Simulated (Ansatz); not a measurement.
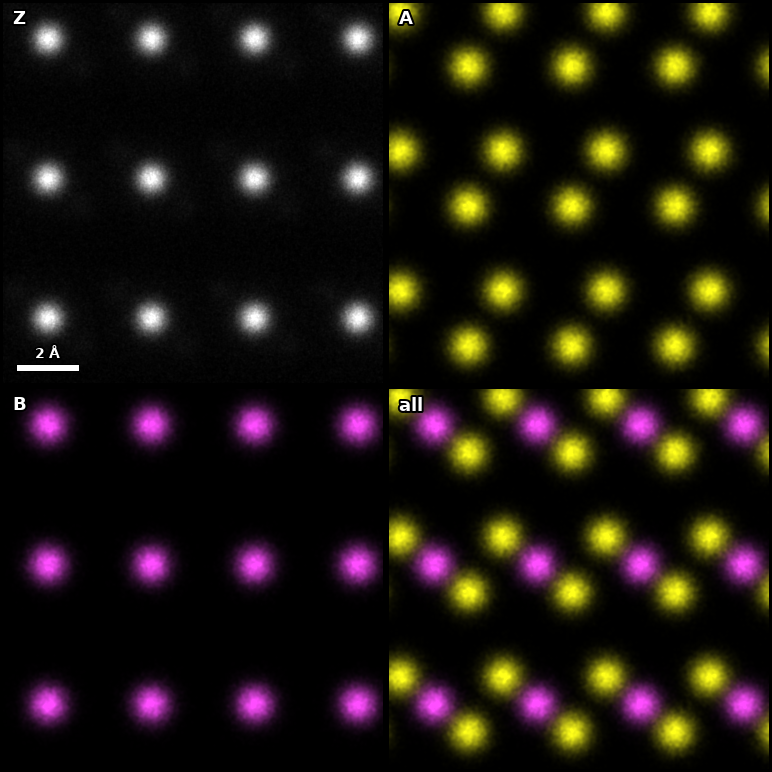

SmF₂ (P-3m1, No. 164) along [100]. Panel Z: The image is simulated as a sum over atoms of Z^1.8, blurred by a 0.71 Å probe (no channelling). The probe carries 25 % of its weight in a tail 2.5 times as wide. Shot noise was added. The other panels are simulated element maps (the number of atoms of one element along the beam, blurred by 0.9 Å, with counting noise; each on its own scale, no channelling); the last overlays them. Model: the geometry given to an electronic-structure calculation, possibly off equilibrium; the starting structure was generated, so it need not be a known form of this composition.

```
CELL_PARAMETERS angstrom
3.87637 0.00000 0.00000
-1.93819 3.35704 0.00000
0.00000 0.00000 4.54203
ATOMIC_POSITIONS crystal
Sm 0.00000 0.00000 0.00000
F 0.33333 0.66667 0.19741
F 0.66667 0.33333 0.80259
```

### Which element does each lettered map show?

A: F, B: Sm. The projected cell (3.36 × 4.54 Å, 90°) holds 3 columns: 2 of F and 1 of Sm. No column is shared by two of the mapped elements.
